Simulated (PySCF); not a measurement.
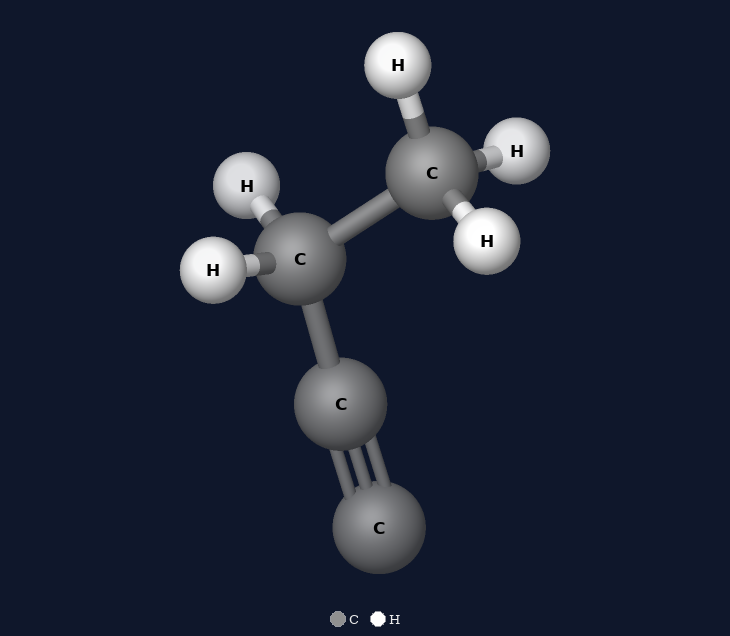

Charge −1, singlet.

What does the picture show?

It has 9 atoms: 4 carbon and 5 hydrogen (C₄H₅⁻). Its SMILES string is `[C-]#CCC`. It has no ring. Coordination: 1 C linear; 2 C tetrahedral.

More results for the same structure follow; atom numbers are the same in all pictures, views and colours differ. The computed structure is the end point of a PBE0-D3(BJ)/def2-SVP optimisation. No frequency run is at hand to confirm it as a minimum.

### NMR shielding

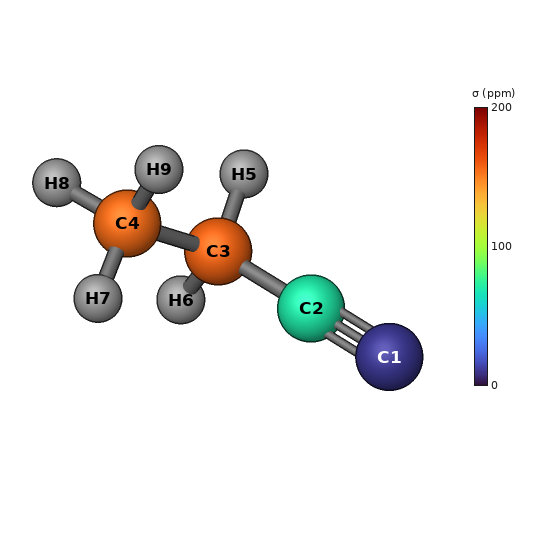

Atoms are coloured by their isotropic NMR shieldings (C only, the others grey). No frequency run is at hand to confirm it as a minimum. Properties computed with GIAO B3LYP/pcSseg-2 NMR shielding, non-relativistic, gas phase (PySCF 2.14.0).

List the isotropic NMR shieldings of the C atoms.

| atom | σ (ppm) |
| --- | --- |
| C1 | 11.0 |
| C2 | 71.0 |
| C3 | 157.0 |
| C4 | 154.0 |

### Levels of theory compared

No frequency run is at hand to confirm it as a minimum. Program: PySCF 2.14.0.

At this fixed geometry, give HOMO energy (eV) at these levels: B3LYP/pcJ-1; B3LYP/pcSseg-2; CAM-B3LYP/def2-SVPD; PBE0/pcSseg-1.

```
              level  HOMO energy (eV)
        B3LYP/pcJ-1             −0.13
     B3LYP/pcSseg-2             −0.52
CAM-B3LYP/def2-SVPD             −2.03
      PBE0/pcSseg-1             −0.37
```

### Spin–spin coupling

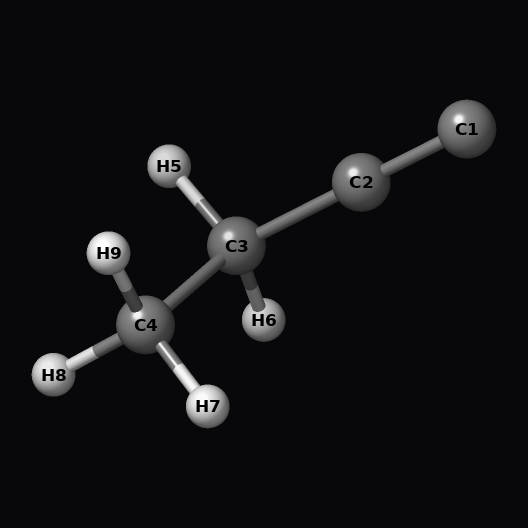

No frequency run is at hand to confirm it as a minimum. Level of theory: B3LYP/pcJ-1 indirect spin-spin coupling, non-relativistic, gas phase (PySCF 2.14.0). Isotopes: 13C, 1H.

Give the spin–spin coupling constants of these pairs, with the number of bonds between them: C2/C3, C3/C4, C4/H7, C2/H5, C2/C4, C4/H6, H7/H8, C1/C4, C2/H8, H6/H9, H6/H8.

```
  pair  bonds apart  J (Hz)
C2, C3            1    63.1
C3, C4            1    38.2
C4, H7            1   134.4
C2, H5            2    −7.2
C2, C4            2    −3.0
C4, H6            2    −3.8
H7, H8            2   −10.7
C1, C4            3     3.1
C2, H8            3    10.2
H6, H9            3    16.2
H6, H8            3     3.7
```
